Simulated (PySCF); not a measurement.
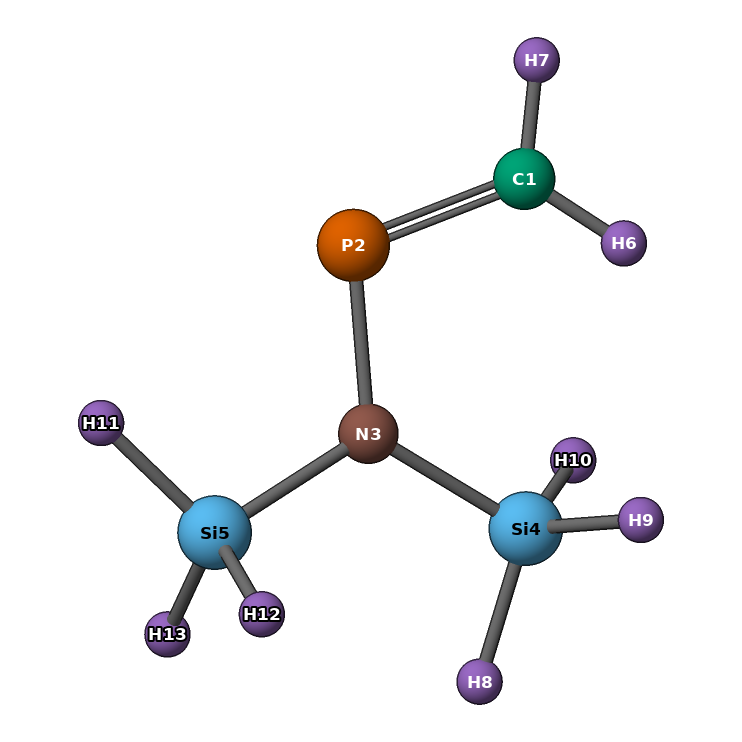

The questions are on isotropic NMR shieldings of the H atoms. Computed geometry: GFN2-xTB optimisation. No frequency run is at hand to confirm it as a minimum. Level of theory: GIAO PBE0/pcSseg-1 NMR shielding, non-relativistic, gas phase (PySCF 2.14.0).

Q: Which H atom is the most shielded (lowest chemical shift)?

A: H8 (26.93 ppm).

Q: Which H atom is the least shielded (highest chemical shift)?

A: H7 (24.88 ppm).

Q: How wide is the range of H shifts?

A: 2.05 ppm.

List the isotropic NMR shieldings of the H atoms.

```
atom  σ (ppm)
  H6    24.98
  H7    24.88
  H8    26.93
  H9    26.81
 H10    26.91
 H11    26.68
 H12    26.89
 H13    26.81
```

The geometry is semi-empirical. Around P, Si such bond lengths and angles can be off by a tenth of an ångström or more and by several degrees, and values that hang on the shape move with them.
